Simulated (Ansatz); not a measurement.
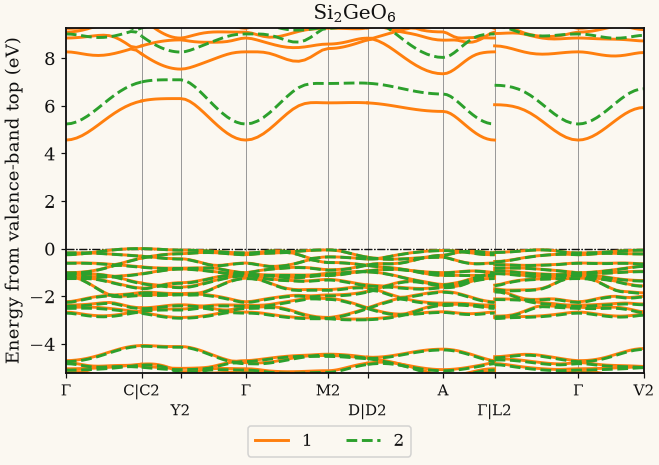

Band structures of Si₂GeO₆, space group C2 (No. 5), 9 atoms in the cell, by two methods on the same cell. Each is counted from its own valence-band top.

> Which curve is which? The methods: PBE, r2SCAN.

1 is PBE; 2 is r2SCAN. PBE gives a gap of 4.56 eV along the path and r2SCAN gives a gap of 5.23 eV along the path.

Settings. PBE: DFT PBE, scalar-relativistic, plane waves, PAW, no spin polarisation, 6×6×4 k mesh, 420 eV cutoff (Ansatz). r2SCAN: DFT r2SCAN, scalar-relativistic, plane waves, PAW, no spin polarisation, 6×6×4 k mesh, 500 eV cutoff (Ansatz).

The structure is an invented one, so it need not be a known or stable phase.
